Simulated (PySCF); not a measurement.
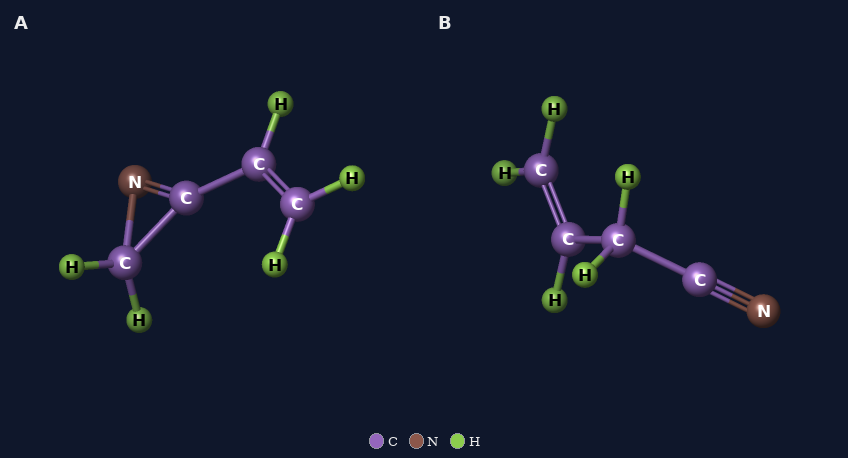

2 stationary structures of one formula. Geometries: PBE0-D3(BJ)/def2-SVP. Electronic energies: PBE0-D3(BJ)/def2-SVP (PySCF 2.14.0), without zero-point energy. No frequency run is at hand to confirm each as a minimum. Each is one conformer, not always the lowest.

**How are they related?**

They are constitutional isomers of C4H5N: A `C=CC1=NC1`, B `C=CCC#N`.

**Rank them by energy, lowest first.**

B is lowest; A lies 1.275 eV above it.
